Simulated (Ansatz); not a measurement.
# ClFGeH₃NO: up Jacob's ladder to CCSD(T)

Aim: compute ClFGeH₃NO with functionals from several rungs and with coupled cluster, and see how far each lands from CCSD(T) at the basis-set limit for the atomisation energy.

Program: Ansatz 0.2.0, Gaussian basis. Level of theory: functionals in def2-TZVPP, the program's frozen cores in correlated methods. These are calculated values, not measurements.

Levels to be run: LDA (SPW92), PBE-D4, revPBE-D4, BLYP-D4, r2SCAN-D4, B97M-V, PBE0-D4, B3LYP-D4, r2SCANh-D4, r2SCAN0-D4, HSE06-D4, BHLYP-D4, CAM-B3LYP-D4, LC-ωPBE, ωB97X-V, ωB97M-V, B2PLYP, PBE-QIDH; CCSD(T)/def2-SVP; CCSD(T)/def2-TZVPP; MP2/def2-QZVPP; extrapolation to the limit; RPA on PBE.

## 1. Structure used throughout

All runs share one geometry, relaxed beforehand with PBE0-D4 in a triple-zeta def2 set.

SMILES `[NH2][Ge]([OH])([F])[Cl]`, 8 atoms, charge 0, spin multiplicity 1.

Atoms are counted from 1 here; the program's logs count them from 0.

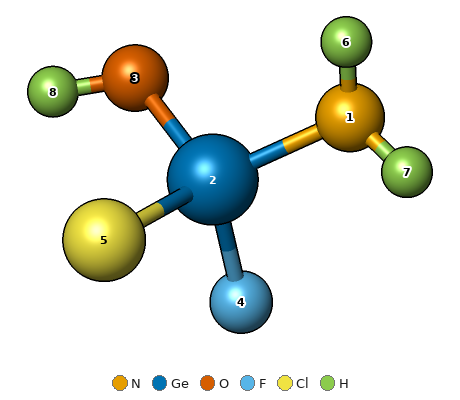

The geometry (colours as in the key); atoms are numbered from 1 in the order of the file.

As a file:

```
N    -1.0103    0.8612    0.5761
Ge    0.0838   -0.2368   -0.3221
O     0.7741   -1.3651    0.8160
F    -0.8813   -1.0431   -1.4963
Cl    1.6766    0.6294   -1.4653
H    -0.5805    1.3719    1.3337
H    -1.5645    1.4795    0.0019
H     1.5941   -1.7540    0.5003
```

## 2. LDA

This LDA is Slater exchange with PW92 correlation.

Contents of in.yaml:

```yaml
crystal:
  periodic: [false, false, false]
  atoms:
    - {symbol: N, position_ang: [-1.010254, 0.861159, 0.576138]}
    - {symbol: Ge, position_ang: [0.083836, -0.236758, -0.322080]}
    - {symbol: O, position_ang: [0.774062, -1.365118, 0.816007]}
    - {symbol: F, position_ang: [-0.881260, -1.043063, -1.496292]}
    - {symbol: Cl, position_ang: [1.676578, 0.629414, -1.465344]}
    - {symbol: H, position_ang: [-0.580465, 1.371853, 1.333689]}
    - {symbol: H, position_ang: [-1.564511, 1.479495, 0.001927]}
    - {symbol: H, position_ang: [1.594118, -1.753984, 0.500255]}
basis:
  gaussian: {orbitals: def2-TZVPP}
hamiltonian: {xc: lda}
output: {orbitals: {seedname: orbitals}}
```

The run is started by

```bash
$ ansatz run in.yaml --threads 4 --pin off --events-out ev --progress --plain --max-ram 10444MiB
```

The runs that follow: PBE-D4 (GGA); revPBE-D4 (GGA); BLYP-D4 (GGA); r2SCAN-D4 (meta-GGA); B97M-V (meta-GGA); B3LYP-D4 (hybrid); r2SCANh-D4 (hybrid); r2SCAN0-D4 (hybrid); HSE06-D4 (hybrid); BHLYP-D4 (hybrid); CAM-B3LYP-D4 (range-separated); LC-ωPBE (range-separated); ωB97X-V (range-separated); ωB97M-V (range-separated); B2PLYP (double hybrid); PBE-QIDH (double hybrid); CCSD(T) in def2-SVP; CCSD(T) in def2-TZVPP; MP2 in def2-QZVPP; RPA on PBE orbitals.

**Question.** What will the summary of the whole plan be? Wanted: atomisation energy, CCSD(T)/CBS; farthest beyond LDA; mean size of error, GGA; mean size of error, meta-GGA; mean size of error, hybrid; mean size of error, range-separated; mean size of error, double hybrid; gap, smallest and largest; T1 diagnostic.

**Answer**, as computed:

```
                               quantity                                                       value
        atomisation energy, CCSD(T)/CBS                                               2799.9 kJ/mol
 functionals within 28.0 kJ/mol (1.0 %)  BLYP-D4, r2SCAN-D4, B97M-V, CAM-B3LYP-D4, ωB97X-V, ωB97M-V
                    farthest beyond LDA                                    BHLYP-D4 (-164.3 kJ/mol)
                mean size of error, GGA                                                 40.9 kJ/mol
           mean size of error, meta-GGA                                                 12.0 kJ/mol
             mean size of error, hybrid                                                 74.0 kJ/mol
    mean size of error, range-separated                                                 18.4 kJ/mol
      mean size of error, double hybrid                                                 53.8 kJ/mol
              gap, smallest and largest                       5.29 eV (BLYP-D4), 13.16 eV (LC-ωPBE)
                          T1 diagnostic                                                      0.0111
triples share of the correlation energy                                                       3.6 %
```

LDA overbinds by 461.2 kJ/mol (16 %). PBE-D4 is off by +40.8 kJ/mol. Double hybrids carry the basis error of their MP2 part in triple zeta, and no dispersion term here, so their miss is partly the set-up's. The rungs meta-GGA, range-separated miss on average by less than the doubt on the reference (28.0 kJ/mol), so they tie. Misses under about 28.0 kJ/mol are within the doubt on the reference itself, which lacks core-valence correlation, relativity and higher excitations, and its outer-core shells are covered unevenly. Hartree-Fock recovers 66 % of the binding; the rest is correlation. CCSD(T) in def2-SVP is off by -258.4 kJ/mol, more than most functionals: a good method in a small basis is no reference. The gap grows from 5.3 to 13.2 eV across the functionals, mostly with the share of exact exchange. Correlated methods include outer-core shells of Ge, which these sets cover unevenly.
